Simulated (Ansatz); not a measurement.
# Which metal contacts antimonene? The Schottky-Mott estimate

If a metal and one layer of antimonene lined up by their vacuum levels alone, the barrier for electrons would be the work function less the affinity, and that for holes the ionisation energy less the work function. What does that give for common contact metals?

How it was computed: Ansatz 0.2.0, plane waves with PAW datasets (its set soft_2), PBE. Layers: cell and atoms relaxed with a dispersion term, band edges read against the vacuum level. Here the gap is 1.16 eV, the ionisation energy 4.69 eV and the affinity 3.53 eV. Metals: relaxed slabs of 7 layers at the tabulated experimental lattice constant, Fermi-Dirac smearing of 0.1 eV, Ni with spin. Labels allow 0.1 eV either way.

The runs side by side:

| metal | work function (eV) | barrier for electrons (eV) | barrier for holes (eV) | by the rule |
| --- | --- | --- | --- | --- |
| Sc(0001) | 3.59 | 0.06 | 1.10 | at the conduction edge |
| Al(111) | 4.03 | 0.50 | 0.66 | mid-gap |
| Hf(0001) | 4.33 | 0.80 | 0.36 | favours holes |
| Ti(0001) | 4.37 | 0.84 | 0.32 | favours holes |
| Ag(111) | 4.49 | 0.96 | 0.20 | favours holes |
| Mo(110) | 4.56 | 1.03 | 0.13 | favours holes |
| Cu(111) | 4.82 | 1.29 | −0.13 | no barrier for holes |
| W(110) | 4.84 | 1.31 | −0.15 | no barrier for holes |
| Ru(0001) | 5.01 | 1.48 | −0.32 | no barrier for holes |
| Ni(111) | 5.06 | 1.53 | −0.37 | no barrier for holes |
| Pd(111) | 5.24 | 1.71 | −0.55 | no barrier for holes |
| Au(111) | 5.27 | 1.74 | −0.58 | no barrier for holes |
| Pt(111) | 5.71 | 2.18 | −1.02 | no barrier for holes |

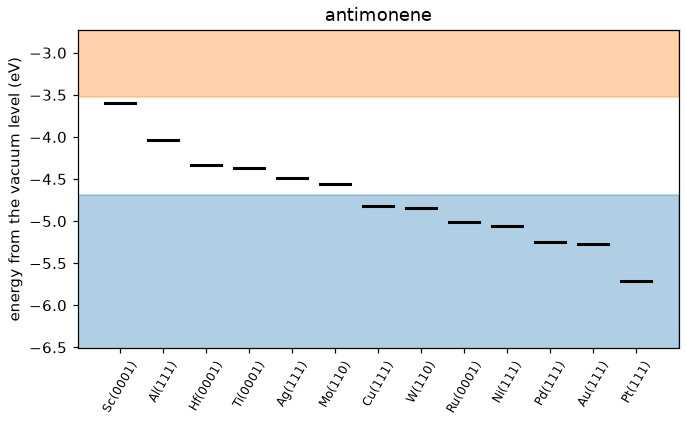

Fermi levels of the metals (black) against the layer's valence band (blue) and conduction band (orange).

**Answer.** By the rule the Fermi level lies over the conduction edge for 0, inside the gap for 6 and under the valence edge for 7 of the 13 metals. The middle of the gap lies 4.11 eV under the vacuum level: metals with a smaller work function favour electrons, those with a larger one holes. Worked for Cu(111): 4.82 − 3.53 = 1.29 eV and 4.69 − 4.82 = −0.13 eV, which add up to the gap, 1.16 eV.

Caveats: This is the limit without any interaction. A real contact lowers the metal's work function by compressing its electron tail, moves charge and can pin the Fermi level, so barriers at bonded contacts depend far less on the metal; van der Waals contacts come nearer to the rule. The layer is built from a prototype, and its stability was not tested. PBE gaps usually lie under quasiparticle gaps, which makes the two barriers together too small, and a missing barrier can be an artefact of that. Spin-orbit coupling is left out; in such layers it splits the valence bands and can move the edges by a tenth of an eV or more. The table is a selection: not every member that was run is listed.
